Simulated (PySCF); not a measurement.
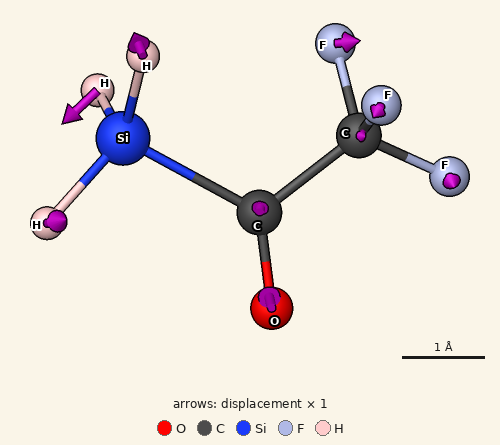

A relaxation of C₂H₃F₃OSi. The starting structure is drawn; purple arrows show the displacements, at their true length. The two geometries are superimposed by the best rigid fit.

The picture is a ball-and-stick view, seen face on.

The start comes from GFN2-xTB.

Method: PBE0-D3(BJ)/def2-SVP geometry optimisation, gas phase (PySCF). 

**What happened in the run?**

The largest move after the best rigid fit is that of an H atom, 0.62 Å. Largest moves by element: H 0.62 Å, O 0.60 Å, F 0.35 Å, C 0.24 Å, Si 0.02 Å. Some distances before and after: H–Si 1.457 → 1.489 Å, C–Si 1.926 → 1.944 Å, C–F 1.330 → 1.318 Å, C–F 1.346 → 1.336 Å. Bond angles that change, for instance: C–Si–H 106.1° → 111.9°, Si–C–C 113.4° → 119.1°, O–C–Si 126.5° → 121.2°. Groups turn about C–Si by about 40°. The energy falls by 2.30 kcal/mol in 16 geometry steps. The largest force component goes from 1.1 to 0.0033 eV/Å. The forces were under the threshold at step 7, but the run went on from there. The run took of the order of 80 core-seconds on a shared host.
